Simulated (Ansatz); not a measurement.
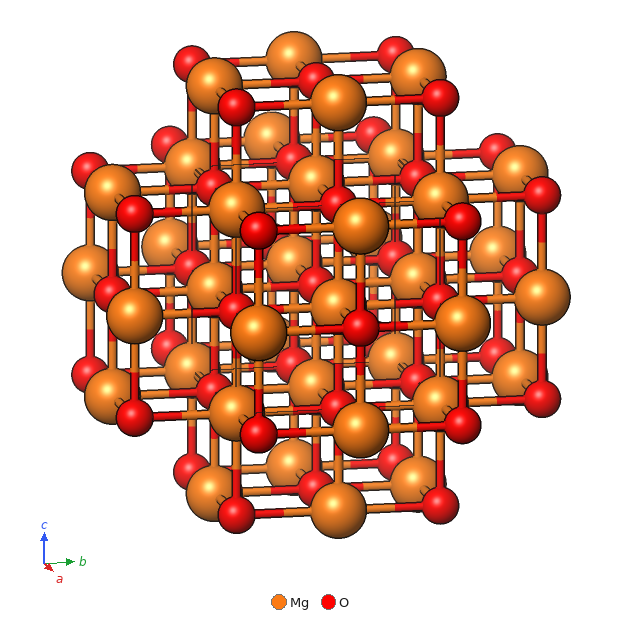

A ball-and-stick rendering, viewed slightly off an axis. The parallelepiped is the conventional unit cell. Every bond is drawn to its end, so some atoms lie outside the box. Cell: a = 4.254 Å, b = 4.254 Å, c = 4.254 Å, α = 90.00°, β = 90.00°, γ = 90.00°.

The material is MgO. Space group Fm-3m (No. 225), lattice face-centred cubic. The prototype is rock salt (NaCl type). Counting shared atoms by their share gives 4 Mg, 4 O, or 8 atoms. Around each Mg lie six O in an octahedral arrangement at about 2.1 Å. About every O there are six Mg in an octahedral arrangement at about 2.1 Å. The bonds build a three-dimensional framework.

Starting structure: a structure listed in the Materials Project. Earlier steps of the study may have refined or changed the cell and positions. It was run through Ansatz as a DFT input.
